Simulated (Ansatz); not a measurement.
## Electronic structure of CH₄AlOSi (SMILES C[SiH][O][Al]) (doublet) in real space

| atom | x (Å) | y (Å) | z (Å) |
| --- | --- | --- | --- |
| C | -1.5422 | -0.3905 | -1.6589 |
| Al | 2.4247 | 1.5378 | -1.9805 |
| O | 1.0069 | 0.9396 | -1.2194 |
| Si | -0.3069 | 0.3036 | -0.4231 |
| H | -1.1040 | -1.2138 | -2.2430 |
| H | -2.4346 | -0.7725 | -1.1392 |
| H | -1.8605 | 0.3985 | -2.3611 |
| H | -0.9557 | 1.3835 | 0.3998 |

Geometry: PBE0-D3(BJ)/def2-SVP.

Theory: isolated molecule in a Gaussian basis; Kohn-Sham density functional theory, functional PBE0 in Ansatz.

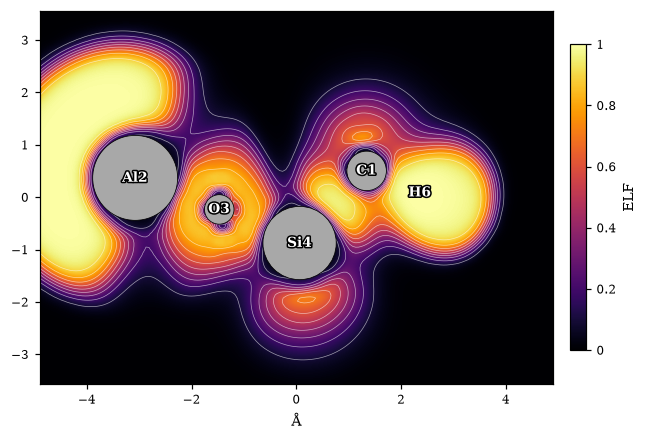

Figure 1. ELF on the plane of atoms C1, Si4 and O3. Grey discs cover the atomic cores.

Describe what can be read from this map.

- The plane passes through C, Al, O, Si and H nuclei.
- Si–O (1.66 Å): the ELF peaks at about 0.85 between the atoms; a polar covalent bond.
- Al–O (1.72 Å): the ELF peaks at about 0.85 in the valence shell of O, 0.6 Å from its nucleus, and is about 0.45 at the midpoint.
- C–Si (1.88 Å): the ELF peaks at about 0.95 between the atoms, as expected for localised, covalent bonding.
- C–H (1.10 Å): the ELF climbs to about 1 towards the hydrogen, as it does in any bond to H (an ordinary covalent bond to hydrogen).
- The ELF also peaks beside O3, away from the bonds: non-bonding electrons, paired or unpaired.

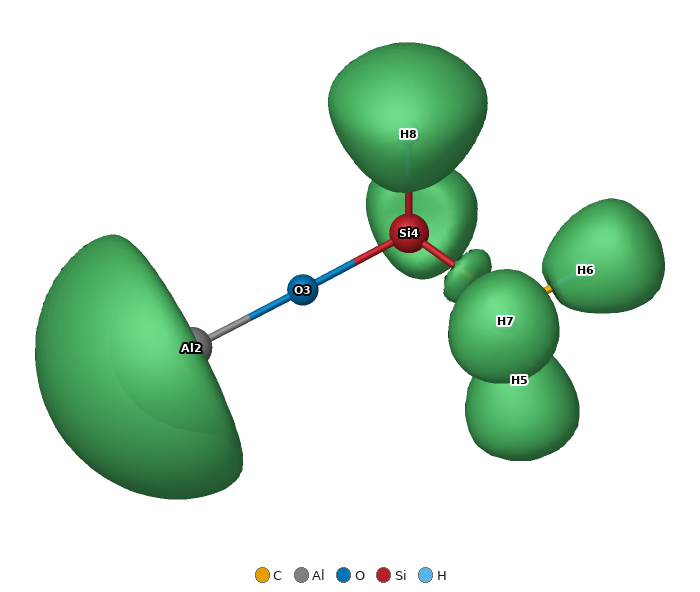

Figure 2. Isosurface of the ELF at 0.9 (green), seen across its widest extent. Only the valence region is drawn (cores and ρ < 0.01 e/Å³ removed).

Describe the localisation domains.

The ELF exceeds this value in one region between bonded C–Si atoms (shared pairs), four regions around hydrogen nuclei, one lobe on Al, pointing away from the bonds (non-bonding electrons) and one lobe on Si, pointing away from the bonds (non-bonding electrons).

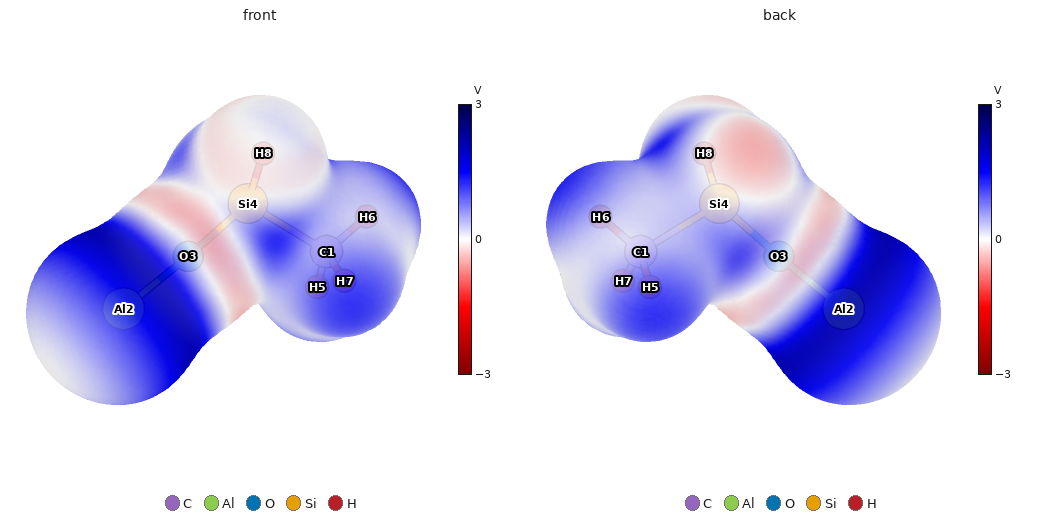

Figure 3. The molecular electrostatic potential painted on the density surface at 0.004 e/bohr³, seen from the front and from behind; red is negative and blue positive.

Where is the surface potential most negative and most positive?

The most negative region (about −0.4 V) lies over O3, the most positive (about +2.1 V) over Al2.
